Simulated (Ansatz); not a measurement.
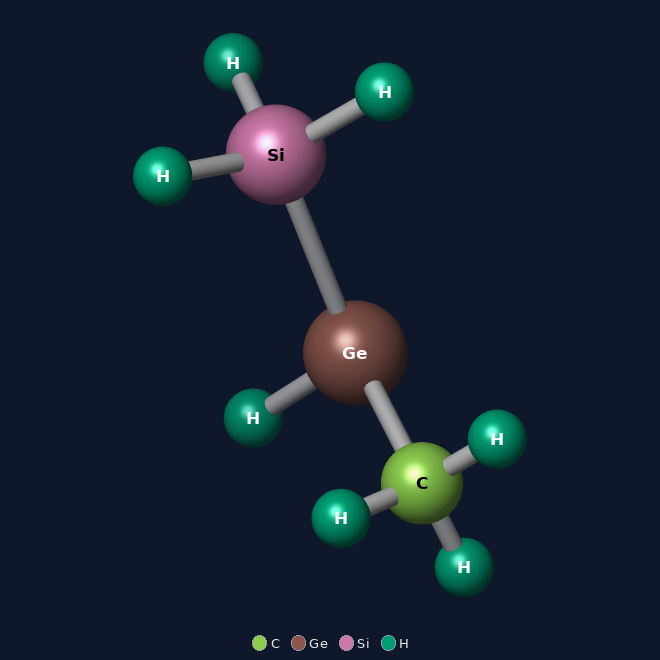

Rendered structure (ball-and-stick style).

State: neutral, doublet.

Description:

It has 10 atoms: 1 carbon, 7 hydrogen, 1 germanium and 1 silicon (CH7GeSi). Its SMILES string is `[CH3][GeH][SiH3]`. Among its groups: Si–H bond. The point group is C1. It is an open-shell species. Coordination: 1 C tetrahedral; 1 Ge trigonal pyramidal; 1 Si tetrahedral.

The parts below concern this one geometry. Atoms keep their numbers from picture to picture. Computed geometry: PBE0-D4/def2-TZVP optimisation.

## Geometry

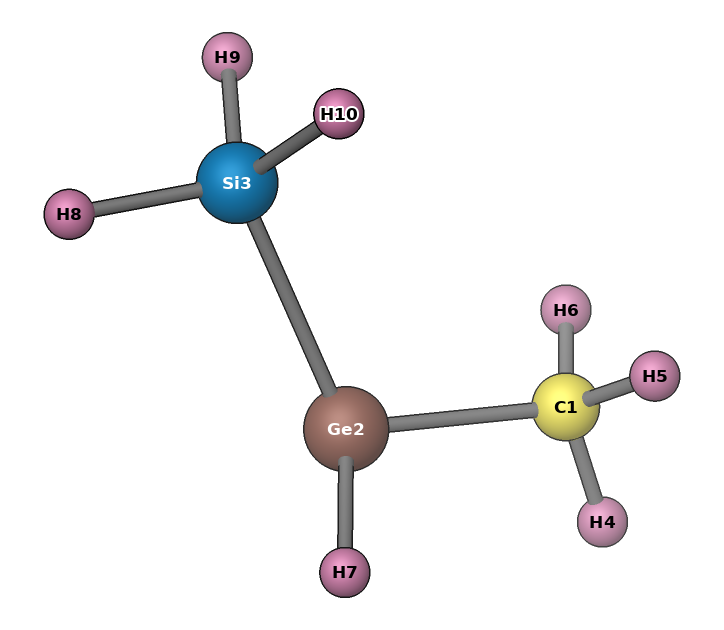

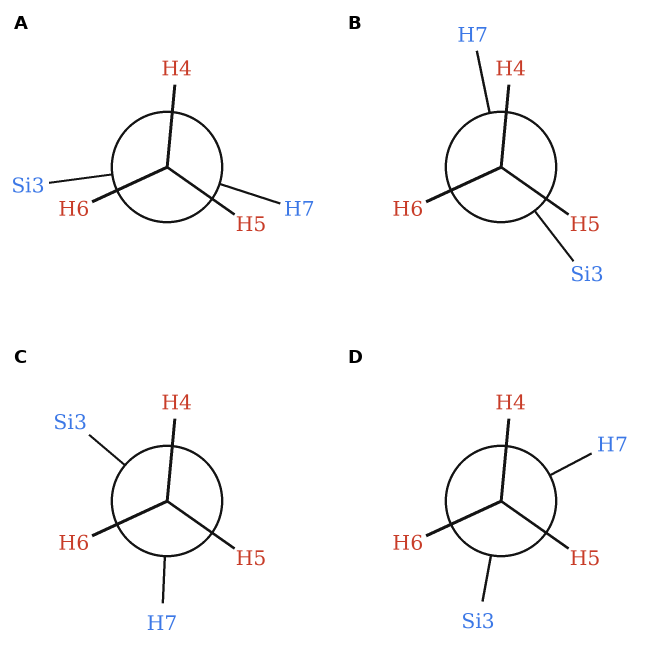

Distant atoms are faded towards the background colour. Bonds that would overlap in a projection are set slightly apart.

Which Newman projection shows the view along C1–Ge2, with C1 in front?

Answer. D. The torsion angle H4–C1–Ge2–Si3 is −175°, antiperiplanar (anti).

## Electronic properties

Properties computed with UKS ωB97M-V/def2-TZVPP (Ansatz 0.2.0).

What is the ⟨S²⟩ of the determinant?

Answer. 0.752.

Estimate the HOMO energy (Kohn–Sham orbital).

Answer. −7.64 eV.

Give the dipole moment at this level.

Answer. 0.80 D.

## Vibrations

Harmonic vibrations computed with UKS PBE0-D4/def2-TZVP (Ansatz 0.2.0) at a stationary point of the same level.

List the wavenumbers.

Answer. 24 modes: 79, 112, 118, 333, 371, 494, 509, 593, 650, 770, 844, 883, 933, 939, 1249, 1447, 1452, 2090, 2192, 2220, 2230, 3056, 3143, 3162 cm⁻¹.

## Charges

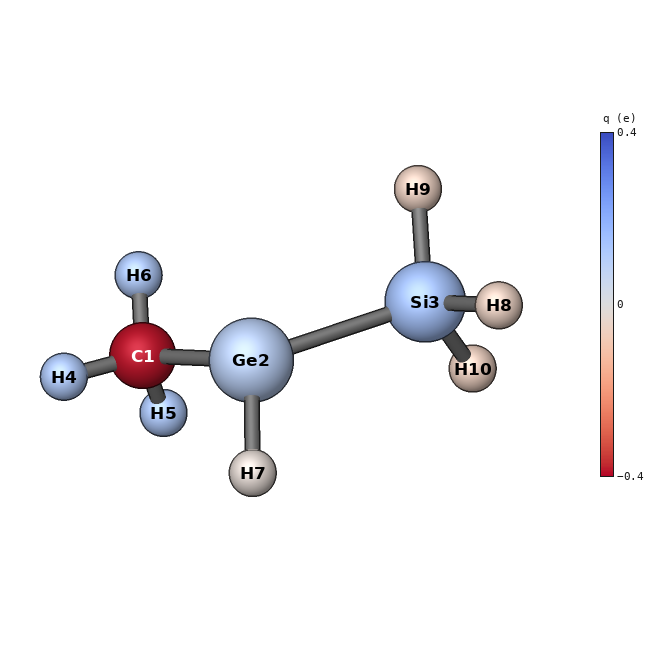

Atoms are coloured by their Mulliken charges. Method: UKS B3LYP-D4/def2-TZVPP (Ansatz 0.2.0).

Which atom carries the highest charge (most positive or least negative)?

Answer. Si3 (0.14 e).

And the lowest?

Answer. C1 (−0.39 e).

List the Mulliken charges.

```csv
atom,value (e)
C1,−0.39
Ge2,0.09
Si3,0.14
H4,0.12
H5,0.12
H6,0.11
H7,−0.02
H8,−0.05
H9,−0.06
H10,−0.06
```

Mulliken values depend strongly on the basis set and can even reverse the polarity of a bond.
